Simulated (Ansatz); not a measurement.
System: AlH₆OP.

```json
{"atom": "Al", "x (Å)": "-0.1139", "y (Å)": "1.0796", "z (Å)": "-0.1728"}
{"atom": "O", "x (Å)": "0.9507", "y (Å)": "-0.4659", "z (Å)": "-1.0162"}
{"atom": "H", "x (Å)": "-1.1428", "y (Å)": "1.3139", "z (Å)": "-1.3924"}
{"atom": "H", "x (Å)": "1.0080", "y (Å)": "2.1676", "z (Å)": "0.1770"}
{"atom": "H", "x (Å)": "0.8234", "y (Å)": "-1.2256", "z (Å)": "-0.4067"}
{"atom": "P", "x (Å)": "-0.9956", "y (Å)": "-0.1308", "z (Å)": "1.6869"}
{"atom": "H", "x (Å)": "0.5669", "y (Å)": "-0.7475", "z (Å)": "-1.8716"}
{"atom": "H", "x (Å)": "0.2755", "y (Å)": "-0.6965", "z (Å)": "2.0806"}
{"atom": "H", "x (Å)": "-1.3722", "y (Å)": "-1.2946", "z (Å)": "0.9154"}
```

Theory: Ansatz 0.2.0, RKS PBE-D4/def2-SVP.

**What will maps of the electron density and electron localisation function show?**

Al–O (2.06 Å): the density is about 0.38 e/Å³ at the midpoint; the ELF peaks at about 0.90 in the valence shell of O, 0.6 Å from its nucleus, and is about 0.50 at the midpoint.
Al–P (2.39 Å): ρ is about 0.54 e/Å³ halfway; the ELF peaks at about 0.95 between the atoms; localised, covalent bonding.
O–H (0.98 Å): ρ at the midpoint is about 3.6 e/Å³; the ELF climbs to about 1 towards the hydrogen, as it does in any bond to H; an ordinary covalent bond to hydrogen.

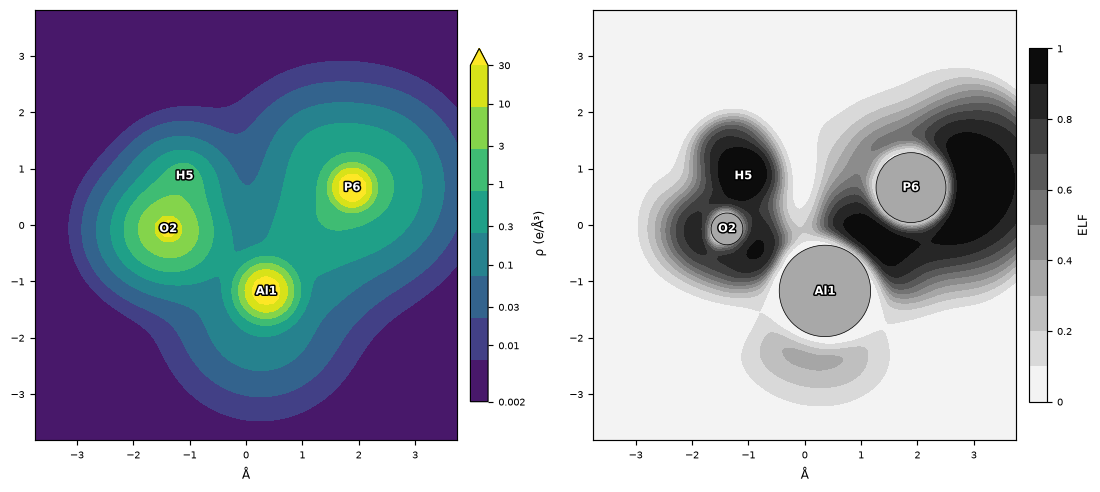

Computed electron density and electron localisation function on the plane of atoms Al1, O2 and H5, in this order. Grey discs cover the atomic cores in the ELF map. 
